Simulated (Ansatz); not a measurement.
**CH2F2OSi (SMILES O[Si](F)=CF): density, localisation and related maps**

Input file:

```
crystal:
  periodic: [false, false, false]
  atoms:
    - { symbol: O, position_ang: [-0.71147, 0.58793, 1.54805] }
    - { symbol: Si, position_ang: [0.2001, 0.00686, 0.37397] }
    - { symbol: F, position_ang: [1.16198, -1.07843, 1.07593] }
    - { symbol: C, position_ang: [0.03729, -0.14479, -1.38604] }
    - { symbol: F, position_ang: [-0.84215, 0.69006, -2.04023] }
    - { symbol: H, position_ang: [-0.78379, 0.18148, 2.41418] }
    - { symbol: H, position_ang: [0.93804, -0.24312, -1.98586] }
basis:
  gaussian: { orbitals: def2-SVP }
hamiltonian:
  xc: b3lyp
  dispersion: d4
relax:
  f_tol: 0.015
  max_steps: 40
output:
  orbitals: {}
```

Launched as:

```sh
ansatz run input.yaml --threads 1 --pin off --max-ram 2048MiB --backend cpu --events-out ev --progress --plain --runs-dir out
```

The fields are those of the relaxed geometry.

Method: Ansatz, RKS B3LYP-D4/def2-SVP.

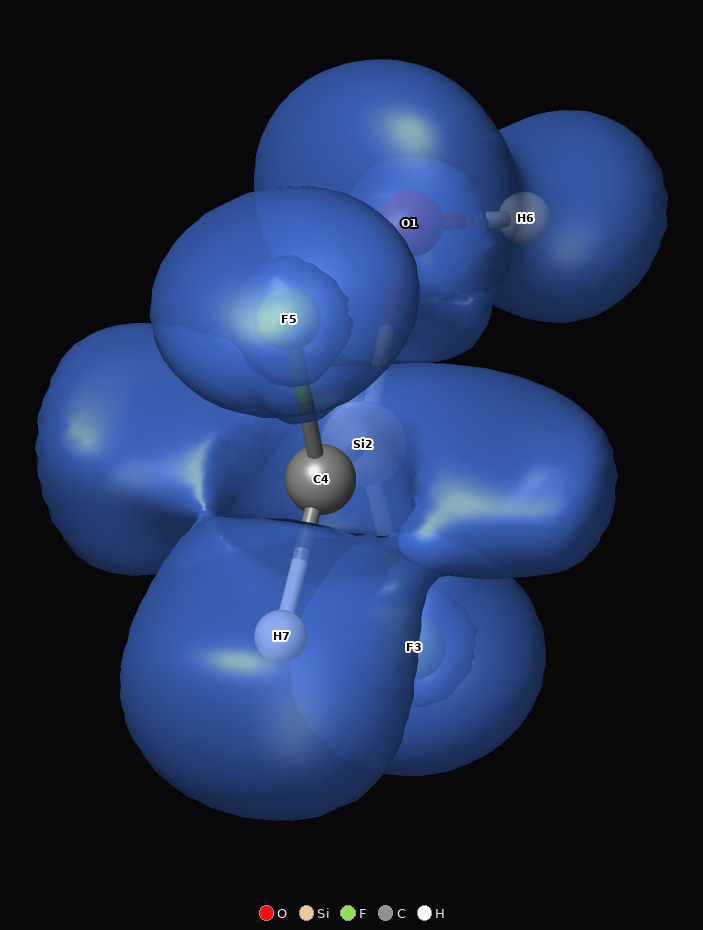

Figure 1. Isosurface of the electron localisation function at 0.75 (blue), seen at an oblique angle. Core shells and regions of very low density are left out.

Where are the electrons localised?

Answer. At this value the surface marks out one region on F in which the atom's valence shell and bonds are merged, one region wrapped around F (its lone pairs, merged into a ring or cap), one joined region spread over several atoms (C, H, Si), in which their bonds and any lone pairs are merged and one joined region spread over several atoms (H, O), in which their bonds and any lone pairs are merged.


C–F (1.35 Å): the ELF peaks at about 0.85 between the atoms; a shared but strongly polarised pair. Si–F (1.62 Å): the ELF peaks at about 0.85 in the valence shell of F, 0.6 Å from its nucleus, and is about 0.45 at the midpoint.

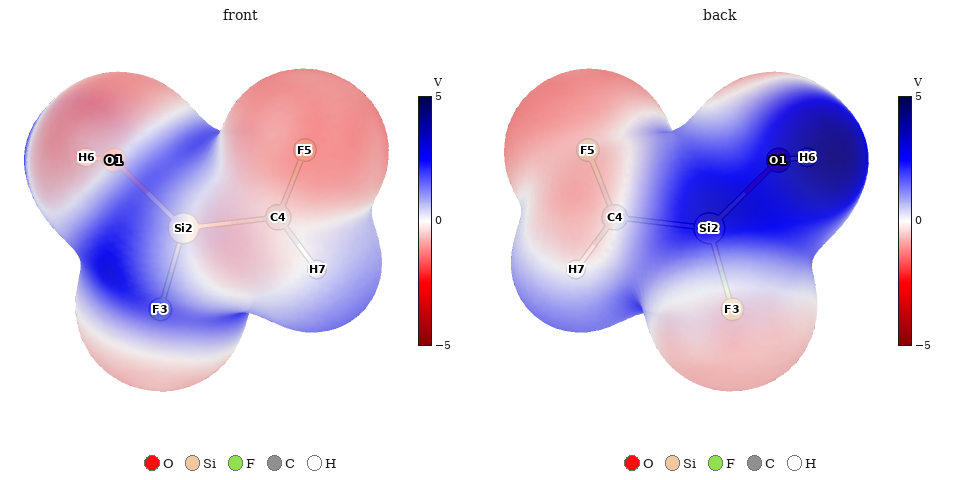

Figure 2. The electrostatic potential painted on the density surface at 0.004 e/bohr³, seen from the front and from behind; the colour scale runs from red (negative) to blue (positive).

Which sites attract a positive test charge, and which a negative one?

Answer. A positive charge is drawn to the negative regions and a negative charge to the positive ones. The most negative region (about −1.1 V, or −25 kcal/mol for a unit charge) lies over O1 and F5, the most positive (about +4.0 V, or +92 kcal/mol for a unit charge) over H6.

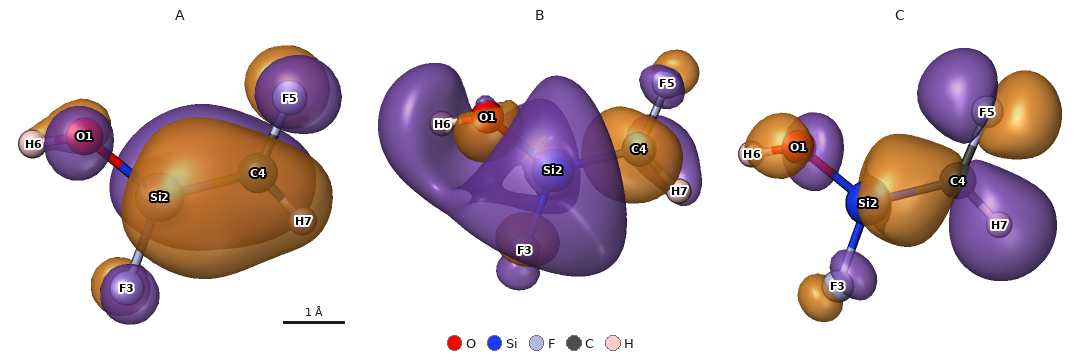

Figure 3. Three frontier orbitals at ±0.08 Å⁻³ᐟ² (orange and purple are the two phases), in no order.

Order the three orbitals by energy and name them.

Answer. C is the HOMO−1 (−9.39 eV). By Hirshfeld shares it lies mainly on F5 (about 45 %), C4 (about 20 %), H7 (about 10 %) and Si2 (about 10 %). A is the HOMO (−5.73 eV). By Hirshfeld shares it lies mainly on C4 (about 40 %), Si2 (about 35 %) and F5 (about 15 %). B is the LUMO (−1.14 eV). Its weight (Hirshfeld) is mainly on Si2 (about 50 %), C4 (about 15 %), O1 (about 10 %), H6 (about 10 %) and F3 (about 10 %).

What is the HOMO–LUMO gap?

Answer. 4.59 eV between the orbital energies.

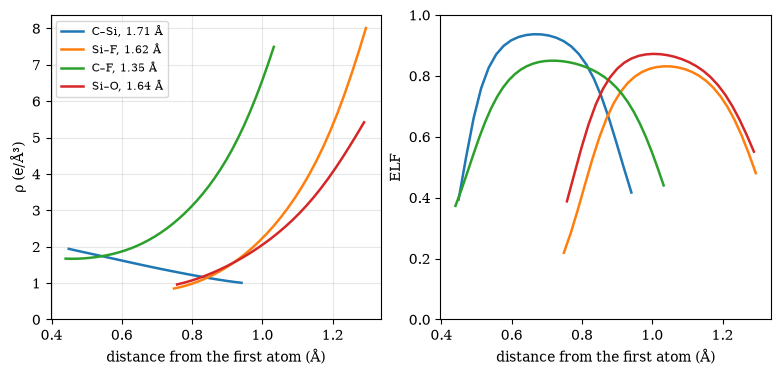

Figure 4. Total electron density and ELF along straight lines between neighbouring atoms. The curves leave out the atomic cores.

Compare the contacts.

Answer. C–Si (1.71 Å): ρ is about 1.1 e/Å³ halfway; the ELF peaks at about 0.95 between the atoms, as expected for a covalent bond.
Si–F (1.62 Å): ρ at the midpoint is about 1 e/Å³; the ELF peaks at about 0.85 in the valence shell of F, 0.6 Å from its nucleus, and is about 0.45 at the midpoint.
C–F (1.35 Å): ρ is about 2.2 e/Å³ halfway, with its minimum of 1.7 e/Å³ about 0.5 Å from C; the ELF peaks at about 0.85 between the atoms: a shared but strongly polarised pair.
Si–O (1.64 Å): the density is about 1.1 e/Å³ at the midpoint; the ELF peaks at about 0.85 between the atoms, as expected for a polar covalent bond.
